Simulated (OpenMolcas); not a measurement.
Energy and gradient calculation, with input and output: HgCl$_{2}$ (part 2 of 2)

The same run, continued: HgCl$_{2}$, SMILES [Cl][Hg][Cl]; RI-MP2/def2-SV(P), RHF (OpenMolcas 26.06). The geometry comes from this level: GFN2-xTB.

Geometry of the input (Å):
```
Hg -0.0061  -0.0035  0.0008
Cl -0.0147  -0.0203  2.3011
Cl 0.0208  0.0238  -2.3019
```

Log, continued
```
::    Total SCF energy                              -1071.2858436631
      One-electron energy                           -1917.9204402201
      Two-electron energy                             657.0764578495
      Nuclear repulsion energy                        189.5581387076
      Kinetic energy (interpolated)                   969.9092917415
      Virial theorem                                    1.1045216834
      Total spin, S(S+1)                                0.0000000000
      Total spin, S                                     0.0000000000
      Max non-diagonal density matrix element           0.0000016267
      Max non-diagonal Fock matrix element              0.0000001643

      All orbitals with orbital energies smaller than  E(LUMO)+0.5 are printed

++    Molecular orbitals:
      -------------------

      Title: SCF orbitals

      Molecular orbitals for symmetry species 1: a

          Orbital            1         2         3         4         5         6         7         8         9        10
          Energy         -104.7811 -104.7808  -10.5421  -10.5417   -8.0168   -8.0164   -8.0140   -8.0140   -8.0137   -8.0137
          Occ. No.          2.0000    2.0000    2.0000    2.0000    2.0000    2.0000    2.0000    2.0000    2.0000    2.0000

          Orbital           11        12        13        14        15        16        17        18        19        20
          Energy           -5.1608   -3.1562   -3.1498   -3.1498   -1.0737   -1.0521   -0.7337   -0.7337   -0.7295   -0.7171
          Occ. No.          2.0000    2.0000    2.0000    2.0000    2.0000    2.0000    2.0000    2.0000    2.0000    2.0000

          Orbital           21        22        23        24        25        26        27        28        29        30
          Energy           -0.7171   -0.5101   -0.4667   -0.4608   -0.4608   -0.4387   -0.4387    0.0361    0.0756    0.0757
          Occ. No.          2.0000    2.0000    2.0000    2.0000    2.0000    2.0000    2.0000    0.0000    0.0000    0.0000

          Orbital           31        32
          Energy            0.2228    0.2239
          Occ. No.          0.0000    0.0000

--

++    Molecular charges:
      ------------------

      Mulliken charges per centre and basis function type
      ---------------------------------------------------

                HG1     CL2     CL3
      1s       2.8795  5.9627  5.9627
      2px      2.0995  3.9341  3.9342
      2pz      2.1432  3.5547  3.5546
      2py      2.0995  3.9340  3.9342
      3d2+     1.9999  0.0001  0.0001
      3d1+     2.0268  0.0027  0.0027
      3d0      1.9231  0.0099  0.0098
      3d1-     2.0268  0.0027  0.0027
      3d2-     1.9999  0.0001  0.0001
      Total   19.1981 17.4009 17.4010

      N-E      0.8019 -0.4009 -0.4010

      Total electronic charge=   54.000000

      Total            charge=   -0.000000
--

++    Molecular properties:
      ---------------------

      Charge (e):
                      =   -0.0000
      Dipole Moment (debye):
      Origin of the operator (angstrom)=   -0.0037   -0.0022    0.0005
                   X= -3.2401E-02               Y= -1.8743E-02               Z=  1.1761E-02           Total=  3.9235E-02
      Quadrupole Moment (debye*angstrom):
      Origin of the operator (angstrom)=   -0.0037   -0.0022    0.0005
                  XX= -4.6976E+01              XY= -1.2187E-03              XZ=  1.2464E-01              YY= -4.6976E+01
                  YZ=  1.5506E-01              ZZ= -6.3137E+01
      In traceless form (debye*angstrom)
                  XX=  8.0811E+00              XY= -1.8281E-03              XZ=  1.8696E-01              YY=  8.0804E+00
                  YZ=  2.3259E-01              ZZ= -1.6162E+01
--

--- Stop Module: scf /rc=_RC_ALL_IS_WELL_ ---
--- Module scf spent 1 second ---

--- Start Module: mbpt2 ---

                                               &MBPT2

                       available to each process: 800 MB of memory, 1 thread

WARNING!
Default frozen orbitals as non valence orbitals is overwritten by user input.
Default values:  10

      Cartesian coordinates in angstrom:
      -----------------------------------------------------
      No.  Label        X            Y            Z
      -----------------------------------------------------
       1   HG1       -0.00608000  -0.00351000   0.00082000
       2   CL2       -0.01470000  -0.02032000   2.30110000
       3   CL3        0.02078000   0.02383000  -2.30192000
      -----------------------------------------------------
      Nuclear repulsion energy =  189.55813871

      Contents of RUNFILE file:
      -------------------------

      Symmetry species                           1
                                                 a
      Number of basis functions                 61
      Frozen occupied orbitals                  10
      Active occupied orbitals                  17
      Active external orbitals                  34
      Deleted external orbitals                  0

      Reference numbers of frozen occupied orbitals according to the original input sequence
      symmetry species 1                        1  2  3  4  5  6  7  8  9 10

      Energies of the active occupied orbitals

      symmetry species 1                    -5.160781     -3.156204     -3.149802     -3.149802     -1.073749
                                            -1.052093     -0.733674     -0.733673     -0.729528     -0.717079
                                            -0.717079     -0.510124     -0.466714     -0.460835     -0.460833
                                            -0.438720     -0.438719

      Energies of the active external orbitals

      symmetry species 1                     0.036066      0.075647      0.075664      0.222811      0.223944
                                             0.577319      0.577319      0.588109      0.588119      0.754604
                                             0.755102      0.814808      0.882595      0.944679      0.944686
                                             1.051969      1.051969      1.064412      1.064412      1.074497
                                             1.074502      1.097718      1.097723      1.186881      1.200314
                                             1.200343      1.245927      1.314830      1.314834      1.565577
                                             1.748588      2.607678     33.696772    121.644423

      ********************************************************************************************************
      *                                               Results                                                *
      ********************************************************************************************************

       SCF energy                           =    -1071.2858436631 a.u.
       Second-order correlation energy      =       -0.3787423390 a.u.
       ( Opposite-Spin contribution         =       -0.2685138839 )

       Total energy                         =    -1071.6645860021 a.u.

       Reference weight ( Cref**2 )         =        0.88018

::    Total MBPT2 energy                            -1071.6645860021

++    Molecular properties:
      ---------------------

      Charge (e):
                      =   -0.0000
      Dipole Moment (debye):
      Origin of the operator (angstrom)=   -0.0037   -0.0022    0.0005
                   X= -2.4857E-02               Y= -1.4387E-02               Z=  1.0511E-02           Total=  3.0583E-02
      Quadrupole Moment (debye*angstrom):
      Origin of the operator (angstrom)=   -0.0037   -0.0022    0.0005
                  XX= -4.7673E+01              XY= -9.1354E-04              XZ=  9.4286E-02              YY= -4.7673E+01
                  YZ=  1.1730E-01              ZZ= -5.9899E+01
      In traceless form (debye*angstrom)
                  XX=  6.1131E+00              XY= -1.3703E-03              XZ=  1.4143E-01              YY=  6.1125E+00
                  YZ=  1.7594E-01              ZZ= -1.2226E+01
--

       Zeroth-order energy (E0)             =     -414.2093858136 a.u.

       Shanks-type energy S1(E)             =    -1071.6648044371 a.u.

--- Stop Module: mbpt2 /rc=_RC_ALL_IS_WELL_ ---
--- Module mbpt2 spent 1 second ---

--- Start Module: alaska ---

                                              &ALASKA

                       available to each process: 800 MB of memory, 1 thread

                     Threshold for contributions to the gradient: 1.000E-07

                    ********************************************
                    * Symmetry Adapted Cartesian Displacements *
                    ********************************************

           Irreducible representation : a
           Basis function(s) of irrep: x, y, xy, Rz, z, xz, Ry, yz, Rx, I

 Basis Label        Type   Center Phase
   1   HG1          x         1     1
   2   HG1          y         1     1
   3   HG1          z         1     1
   4   CL2          x         2     1
   5   CL2          y         2     1
   6   CL2          z         2     1
   7   CL3          x         3     1
   8   CL3          y         3     1
   9   CL3          z         3     1

                     No automatic utilization of translational and rotational invariance of the energy is employed.

 RI-ERI gradients!

 **************************************************
 *              Molecular gradients               *
 **************************************************

  Irreducible representation: a
 ------------------------------------------------------------------------------------------
                              X                       Y                       Z
 ------------------------------------------------------------------------------------------
  HG1              -3.15204558330895E-04   -1.86128231360744E-04    8.50700040356239E-04
  CL2               1.51369641736523E-04    8.64097550511422E-05    1.69277174222771E-04
  CL3               1.63834916594274E-04    9.97184763102954E-05   -1.01997721452918E-03
 ------------------------------------------------------------------------------------------

--- Stop Module: alaska /rc=_RC_ALL_IS_WELL_ ---

.##################.
.# Happy landing! #.
.##################.

    Timing: Wall=4.33 User=3.75 System=0.58
```

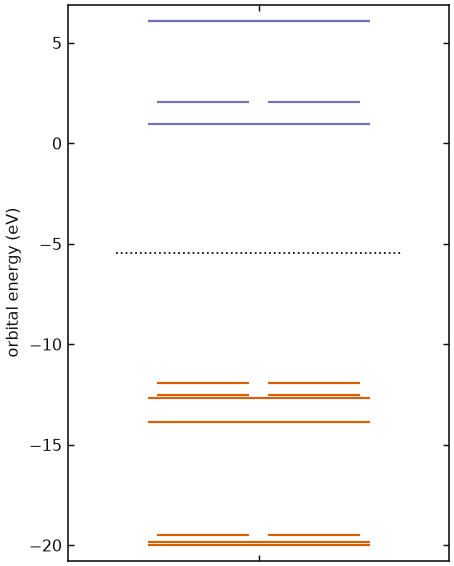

*Orbital energies near the frontier (SCF reference); the dotted line parts filled from empty levels, and levels within 0.02 eV of each other stand side by side.*

Highest filled −11.94 eV, lowest empty 0.98 eV, 12.92 eV apart.

Summary

```json
{"quantity": "outcome", "value": "converged"}
{"quantity": "total energy", "value": "−1071.664586 hartree"}
{"quantity": "SCF energy", "value": "−1071.285844 hartree"}
{"quantity": "MP2 energy", "value": "−1071.664586 hartree"}
{"quantity": "correlation energy", "value": "−0.378742 hartree"}
{"quantity": "basis functions", "value": "61"}
{"quantity": "largest force", "value": "0.053 eV/Å"}
{"quantity": "HOMO of the SCF reference", "value": "−11.94 eV"}
{"quantity": "LUMO of the SCF reference", "value": "0.98 eV"}
{"quantity": "wall time", "value": "4.5 s"}
{"quantity": "peak memory", "value": "0.1 GiB"}
```

Remarks

Settings chosen away from the usual ones: iter set to 100 (from default); mem set to 800 (from default); fermi set to 4 (from default).
